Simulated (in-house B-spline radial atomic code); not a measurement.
**As²⁶⁺: excited configurations in jj coupling**

Aim: the energies of several excited configurations of As²⁶⁺ above a reference configuration, each from its own self-consistent run.

The numbers are computed with in-house B-spline radial atomic code version 1 (Dirac-Hartree-Fock, average of configuration, Fermi nucleus, basis-set limit), except any that are marked as measured or tabulated.

### 1 The atom as given

- element: arsenic (Z = 33)
- charge: +26
- electrons: 7
- configuration: 1s2 2s2 2p-2 2p+1
- Hamiltonian: Dirac-Coulomb
- nucleus: Fermi, rms radius 4.097 fm

In configurations, a minus sign after the shell means j = l − 1/2 and a plus sign j = l + 1/2; the count of electrons follows.

Input settings:

```ini
Z = 33
electrons = 7.0
configuration = 1s2 2s2 2p-2 2p+1
hamiltonian = dirac
method = hf
spin_polarised = False
nucleus = fermi
rms_radius = 4.0968
mass_number = 75
atomic_mass = 74.921594562
speed_of_light = 137.035999084
```

From the earlier run of the reference: total energy -1653.699246 hartree. Levels, eight at most:

```
orbital  occupation  energy (eV)  <r> (bohr)
  1s1/2           2     -13535.9     0.04530
  2s1/2           2     -2909.80      0.1923
  2p1/2           2     -2801.42      0.1638
  2p3/2           1     -2766.26      0.1669
```

### 2 Configuration 1s2 2s1 2p+3 4s1

Input settings:

```ini
Z = 33
electrons = 7.0
configuration = 1s2 2s1 2p+3 4s1
hamiltonian = dirac
method = hf
spin_polarised = False
nucleus = fermi
rms_radius = 4.0968
mass_number = 75
atomic_mass = 74.921594562
speed_of_light = 137.035999084
```

### 3 Configuration 1s2 2s1 2p-2 2p+1 6f+1

Changes to the settings of step 2:

```diff
@@ -2,3 +2,3 @@
 electrons = 7.0
-configuration = 1s2 2s1 2p+3 4s1
+configuration = 1s2 2s1 2p-2 2p+1 6f+1
 hamiltonian = dirac
```

### 4 1s2 2s2 2p-2 5p+1

Changes to the settings of step 3:

```diff
@@ -2,3 +2,3 @@
 electrons = 7.0
-configuration = 1s2 2s1 2p-2 2p+1 6f+1
+configuration = 1s2 2s2 2p-2 5p+1
 hamiltonian = dirac
```

### 5 Configuration 1s2 2s2 2p-2 6s1

Changes to the settings of step 4:

```diff
@@ -2,3 +2,3 @@
 electrons = 7.0
-configuration = 1s2 2s2 2p-2 5p+1
+configuration = 1s2 2s2 2p-2 6s1
 hamiltonian = dirac
```

### 6 Configuration 1s2 2s1 2p-1 2p+2 6s1

Changes to the settings of step 5:

```diff
@@ -2,3 +2,3 @@
 electrons = 7.0
-configuration = 1s2 2s2 2p-2 6s1
+configuration = 1s2 2s1 2p-1 2p+2 6s1
 hamiltonian = dirac
```

### 7 Configuration 1s2 2s2 2p-1 2p+2

Changes to the settings of step 6:

```diff
@@ -2,3 +2,3 @@
 electrons = 7.0
-configuration = 1s2 2s1 2p-1 2p+2 6s1
+configuration = 1s2 2s2 2p-1 2p+2
 hamiltonian = dirac
```

### 8 1s2 2s2 2p+3

Changes to the settings of step 7:

```diff
@@ -2,3 +2,3 @@
 electrons = 7.0
-configuration = 1s2 2s2 2p-1 2p+2
+configuration = 1s2 2s2 2p+3
 hamiltonian = dirac
```

Q: How far above the reference does each configuration lie (order and size, in eV)?

The runs gave:

| net move | configuration | energy above the reference (eV) | with Breit, QED, recoil (eV) | largest <r> (bohr) |
| --- | --- | --- | --- | --- |
| 2p1/2 → 2p3/2 | 1s2 2s2 2p-1 2p+2 | 36.097 | 34.942 | 0.192 |
| 2×2p1/2 → 2×2p3/2 | 1s2 2s2 2p+3 | 81.673 | 79.931 | 0.192 |
| 2×2p1/2, 2s → 2×2p3/2, 4s | 1s2 2s1 2p+3 4s1 | 2325.53 | 2321.53 | 0.825 |
| 2p3/2 → 5p3/2 | 1s2 2s2 2p-2 5p+1 | 2354.50 | 2353.47 | 1.31 |
| 2p3/2 → 6s | 1s2 2s2 2p-2 6s1 | 2475.46 | 2474.43 | 1.91 |
| 2s → 6f7/2 | 1s2 2s1 2p-2 2p+1 6f+1 | 2632.50 | 2630.13 | 1.77 |
| 2p1/2, 2s → 2p3/2, 6s | 1s2 2s1 2p-1 2p+2 6s1 | 2656.67 | 2653.13 | 1.91 |

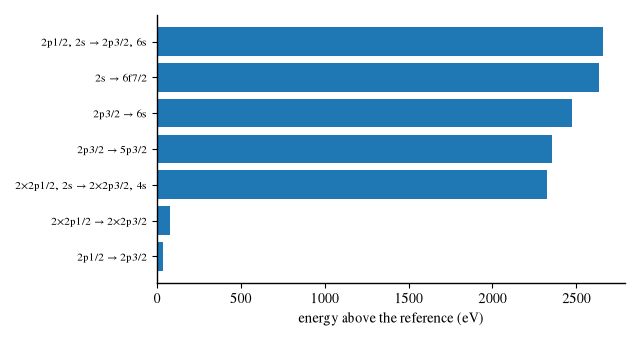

The configurations in order of energy, labelled by the net move of electrons.

The energies run from 36.097 eV (2p1/2 → 2p3/2) to 2656.67 eV (2p1/2, 2s → 2p3/2, 6s). Two partly filled shells share a symmetry and can mix in the average, which may lower the energy, for: 2×2p1/2, 2s → 2×2p3/2, 4s; 2p1/2, 2s → 2p3/2, 6s. These are averages over configurations, without correlation, not spectroscopic levels.
